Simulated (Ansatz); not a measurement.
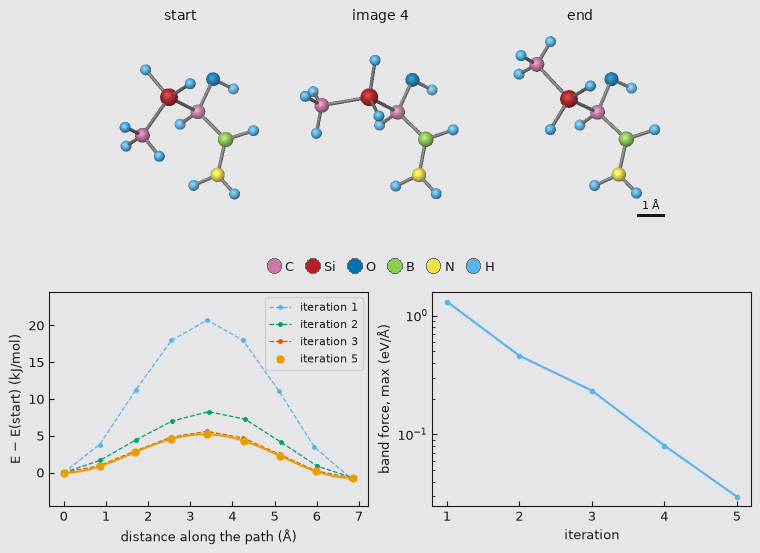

NEB run on C2H10BNOSi. Images are numbered from 0 (start) to 8 (end). The plot follows the band through its iterations. The picture is a ball-and-stick view, seen at a tilt.

All numbers below come from RKS r2SCANh/STO-3G (Ansatz 0.2.0).

Input file:
```yaml
crystal:
  periodic: [false, false, false]
  atoms:
    - { symbol: C, position_ang: [-0.221633, -2.056419, 0.433855] }
    - { symbol: Si, position_ang: [0.961292, -0.979908, -0.538366] }
    - { symbol: C, position_ang: [0.788933, 0.83258, 0.015987] }
    - { symbol: O, position_ang: [1.907166, 1.559799, -0.633404] }
    - { symbol: B, position_ang: [-0.652233, 1.361274, -0.352651] }
    - { symbol: "N", position_ang: [-1.720467, 1.177297, 0.507661] }
    - { symbol: H, position_ang: [-1.260123, -1.764153, 0.257741] }
    - { symbol: H, position_ang: [-0.121581, -3.107562, 0.150969] }
    - { symbol: H, position_ang: [-0.03315, -1.985362, 1.508372] }
    - { symbol: H, position_ang: [2.315318, -1.424872, -0.303669] }
    - { symbol: H, position_ang: [0.672307, -1.101873, -1.94708] }
    - { symbol: H, position_ang: [0.928918, 0.835664, 1.120792] }
    - { symbol: H, position_ang: [1.604005, 2.530214, -0.540135] }
    - { symbol: H, position_ang: [-0.85509, 1.909812, -1.367118] }
    - { symbol: H, position_ang: [-2.687865, 1.482624, 0.302855] }
    - { symbol: H, position_ang: [-1.648794, 0.708388, 1.428491] }
basis:
  gaussian: { orbitals: STO-3G }
hamiltonian:
  xc: r2scanh
neb:
  order_check: false
  images: 7
  f_tol: 0.05
  max_iterations: 22
  initial_path: idpp
  final_atoms:
    - { symbol: C, position_ang: [1.04286809, -2.36058895, 0.46716761] }
    - { symbol: Si, position_ang: [-0.01511308, -1.09510288, -0.41281561] }
    - { symbol: C, position_ang: [0.26275547, 0.63236912, 0.33368559] }
    - { symbol: O, position_ang: [1.73136825, 0.83653621, 0.35030228] }
    - { symbol: B, position_ang: [-0.55210245, 1.69691553, -0.50191533] }
    - { symbol: "N", position_ang: [-1.89659619, 1.91614718, -0.25867805] }
    - { symbol: H, position_ang: [0.77502107, -2.43650823, 1.52403835] }
    - { symbol: H, position_ang: [0.9300462, -3.35235868, 0.02074571] }
    - { symbol: H, position_ang: [2.098953, -2.08473702, 0.41174015] }
    - { symbol: H, position_ang: [0.30086855, -1.08748251, -1.82117066] }
    - { symbol: H, position_ang: [-1.41159785, -1.43596468, -0.26407874] }
    - { symbol: H, position_ang: [-0.12274596, 0.58659708, 1.37759442] }
    - { symbol: H, position_ang: [1.79780414, 1.84431716, 0.49838624] }
    - { symbol: H, position_ang: [-0.04173463, 2.31505801, -1.35565872] }
    - { symbol: H, position_ang: [-2.48022858, 2.58250019, -0.79356865] }
    - { symbol: H, position_ang: [-2.44256303, 1.41980549, 0.4685254] }
```

Command:
```bash
ansatz run input.yaml --threads 1 --pin off --max-ram 2048MiB --backend cpu --events-out ev --progress --plain --runs-dir out
```

How did the profile develop, and is the result final?

The result is final at these settings. The band converged in 5 iterations. The largest component of the band force went from 1.3 to 0.03 eV/Å. The climbing image converged on the top of the path. Its vibrational analysis gives one imaginary mode (46i cm⁻¹), as a transition state must have. The first iteration put the highest image at 20.72 kJ/mol. The energy climbs by 5.20 kJ/mol to image 4 and then falls by 5.92 kJ/mol, so the end point sits at −0.72 kJ/mol.

Limits of the set-up: STO-3G is a minimal basis, so the numbers are rough.

The run took 3.4 min on 1 thread of Arm Neoverse V2, with other jobs on the host, peak memory 0.15 GiB.
